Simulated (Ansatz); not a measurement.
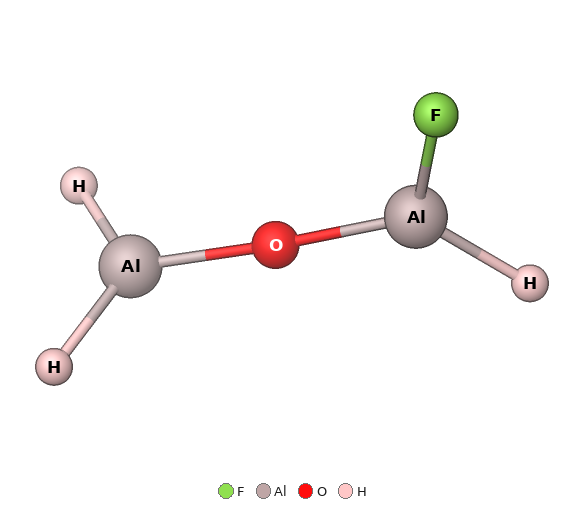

Atoms fade into the background with distance from the viewer. Computed geometry: PBE0-D4/def2-TZVP optimisation. No frequency run is at hand to confirm it as a minimum.

List the symmetry elements and name the point group.

It has 1 mirror plane, so the point group is Cs. The group has 2 operations. The geometry is achiral, and symmetry allows a dipole moment.
